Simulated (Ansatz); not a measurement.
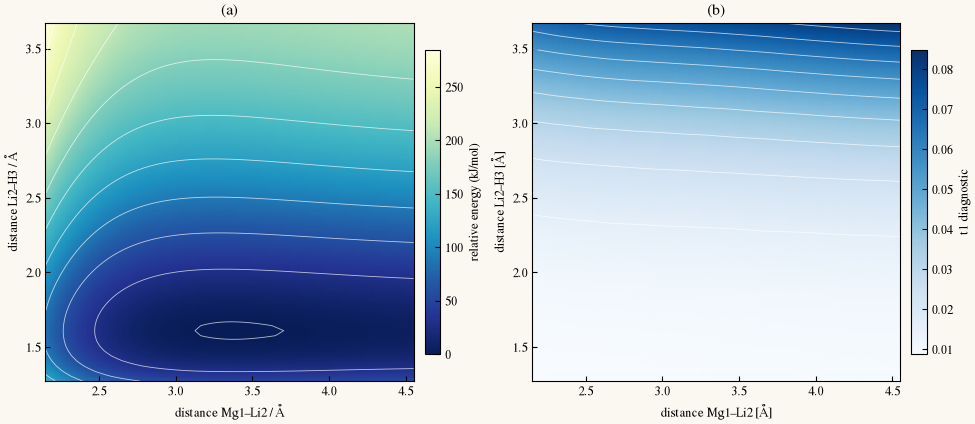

The system Mg + LiH. 
- Coordinates scanned: (1) distance Mg1–Li2; (2) distance Li2–H3.
- Nothing is relaxed (the angle Mg1–Li2–H3 is fixed at 180 degrees).
- The scan uses a 17 × 17 grid.
- Points are written as (first, second).
- Energies are in kJ/mol, from the lowest grid point.
- The restricted reference is unstable at some or all points, so the energies there are unreliable.
- These are results of Ansatz 0.2.0, RHF-CCSD(T), frozen core/def2-TZVPD, not measurements.

Panel (a) is the energy and panel (b) the computed t1 diagnostic on the same grid.

The picture shows a smooth colour map with a few white contour lines. Between grid points the surface is interpolated.

How does the t1 diagnostic vary over the map, and what is it at the lowest grid point?

Leaving out the highest fifth of the energies, it runs from 0.01  at (2.152 Å, 1.272 Å) to 0.05  at (3.627 Å, 3.290 Å). At the lowest grid point, (3.288 Å, 1.668 Å), it is 0.01 .

```tsv
distance Li2–H3 ↓, distance Mg1–Li2 →	2.217	2.424	2.681	2.971	3.288	3.627	3.984	4.359
3.672	0.07	0.07	0.07	0.08	0.08	0.08	0.08	0.08
3.290	0.04	0.05	0.05	0.05	0.05	0.05	0.05	0.05
2.923	0.03	0.03	0.03	0.03	0.03	0.03	0.03	0.04
2.575	0.02	0.02	0.02	0.02	0.02	0.02	0.02	0.02
2.247	0.01	0.01	0.01	0.01	0.02	0.02	0.02	0.02
1.943	0.01	0.01	0.01	0.01	0.01	0.01	0.01	0.01
1.668	0.01	0.01	0.01	0.01	0.01	0.01	0.01	0.01
1.433	0.01	0.01	0.01	0.01	0.01	0.01	0.01	0.01
1.272	0.01	0.01	0.01	0.01	0.01	0.01	0.01	0.01
```

The table holds every second grid line.
